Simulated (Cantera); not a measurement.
Feed: 1 mol NiS, 63 mol H2, 19 mol N2, at 0.000440 bar.

Equilibrium computed with Cantera from the NASA thermochemical tables; the gas is ideal and each condensed phase is pure. Candidate condensed phases: Ni, NiS, NiS2, Ni3S2, Ni3S4, S; 17 gas species. Rates play no part.

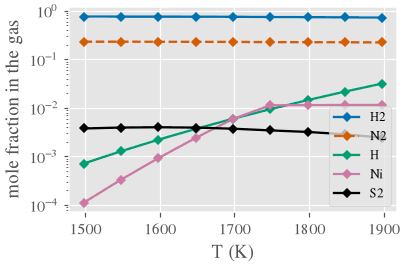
Fig. 1. Equilibrium gas composition (values under 1e-9 drawn at 1e-9)

From 1498 K to 1698 K the condensed part is Ni(s). From 1748 K to 1898 K nothing is condensed. The main Ni-bearing gas is Ni throughout.
